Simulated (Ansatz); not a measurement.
# AsF3 (arsenic trifluoride) at r2SCAN/STO-3G

What is the electronic atomisation energy of AsF3 (arsenic trifluoride) at r2SCAN/STO-3G? 

The results are computed with Ansatz 0.2.0.

37 further runs of the same task are left out: 10 that didn't finish, 27 set aside as unsound or not needed.

### Step 1. Starting point

AsF3: 4 atoms, total charge 0, spin state singlet. As SMILES, `F[As](F)F`. The coordinates come from a PBE0-D4/def2-TZVP relaxation.

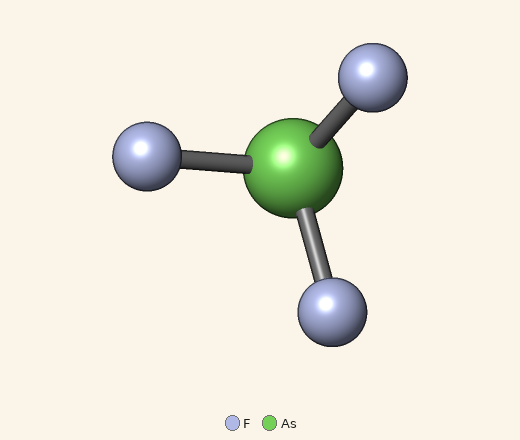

The structure, seen from a chosen angle (fluorine light blue, arsenic green).

### Step 2. A single-point energy at r2SCAN/STO-3G

File job.yaml:

```yaml
crystal:
  periodic: [false, false, false]
  atoms:
    - {symbol: F, position_ang: [-0.445870, 0.395590, 1.362650]}
    - {symbol: As, position_ang: [-0.461950, -0.457240, -0.125630]}
    - {symbol: F, position_ang: [1.203970, -0.865930, -0.112740]}
    - {symbol: F, position_ang: [-0.296160, 0.927580, -1.124280]}
basis:
  gaussian: {orbitals: STO-3G}
hamiltonian: {xc: {name: r2SCAN}}
accuracy: high
```

On the command line:

```console
$ ansatz run job.yaml --threads 1 --pin off --max-ram 3480MiB --events-out events.jsonl --progress --plain --runs-dir runs
```

Output:

```text
Warning: RAYON_NUM_THREADS=1 ignored (pool sized by the plan → 1); use --threads N
Functional definition: r2SCAN
  name "r2SCAN"
  parameter k0 = 0.174
  parameter k1 = 0.065
  parameter a1 = 4.9479
  exchange = r2scan_x(k0 = k0, k1 = k1, a1 = a1)
  correlation = r2scan_c
564 factors; integrals over basis functions are off by at most 1.6e-8 eV
mean field evaluation 1: about -68183.9443 eV, gradient 1.9e1 eV
mean field evaluation 2: about -68183.1268 eV, gradient 2.5e1 eV
mean field evaluation 4: about -68185.5933 eV, gradient 3.8e-2 eV
mean field evaluation 8: about -68185.5200 eV, gradient 3.5e-4 eV
mean field evaluation 16: about -68185.5200 eV, gradient 2.5e-8 eV
mean field -68185.52004387 eV, -2505.7716438068 hartree, gradient 2.5e-8 eV, S^2 0.000000; 0 other end points of the search recorded, 0 dependent functions left out
reference -68185.52004407 eV, -2505.7716438139 hartree; 30, 30 occupied and 3, 3 virtual orbitals, 564 factors
Total energy: -68185.52004407 eV, -2505.7716438139 hartree
```

It took 3.9 s on 1 thread of Arm Neoverse V2, shared host; peak memory 0.15 GiB.

### Step 3. The As atom, same level

File in.yaml:

```yaml
crystal:
  periodic: [false, false, false]
  atoms:
    - symbol: As
      position_ang: [0.000000, 0.000000, 0.000000]
basis:
  gaussian: {orbitals: STO-3G}
magnetization: {spin_polarized: true, initial_magnetization: 3}
hamiltonian: {xc: {name: r2SCAN}}
accuracy: high
```

Run the same way, it converges to -2210.56531 Eh (log not shown).

### Step 4. The F atom at the same level

File job.yaml:

```yaml
crystal:
  periodic: [false, false, false]
  atoms:
    - {symbol: F, position_ang: [0.000000, 0.000000, 0.000000]}
basis:
  gaussian:
    orbitals: STO-3G
total_charge: 0
magnetization:
  spin_polarized: true
  initial_magnetization: 1
hamiltonian:
  xc: {name: r2SCAN}
accuracy: high
```

On the command line:

```console
$ ansatz run job.yaml --threads 1 --pin off --max-ram 3480MiB --events-out events.jsonl --progress --plain --runs-dir runs
```

Output, shortened:

```text
Warning: RAYON_NUM_THREADS=1 ignored (pool sized by the plan → 1); use --threads N
[... 7 set-up lines as earlier in the session ...]
15 factors; integrals over basis functions are off by at most 1.2e-9 eV
mean field evaluation 1: about -2673.6189 eV, gradient 3.7e-11 eV
mean field evaluation 2: about -2673.6118 eV, gradient 2.3e-10 eV
mean field -2673.61177762 eV, -98.2534205883 hartree, gradient 0.0e0 eV, S^2 0.750000; 0 other end points of the search recorded, 0 dependent functions left out
reference -2673.61177767 eV, -98.2534205903 hartree; 5, 4 occupied and 0, 1 virtual orbitals, 15 factors
Total energy: -2673.61177767 eV, -98.2534205903 hartree
```

It took 0.5 s on 1 thread of Arm Neoverse V2, shared host; peak memory 0.095 GiB.

### Step 5. What came out

At r2SCAN/STO-3G:

```
                     quantity           value
       molecule: total energy  -2505.77164 Eh
        As atom: total energy  -2210.56531 Eh
                As atom: ⟨S²⟩           3.750
         F atom: total energy    -98.25342 Eh
                 F atom: ⟨S²⟩           0.750
electronic atomisation energy       12.138 eV
```

What this shows: Taking the molecule apart into free atoms costs 12.14 eV (280 kcal/mol), before zero-point energy and without spin-orbit coupling. In a minimal basis such a difference can be off by several eV, whatever the method.
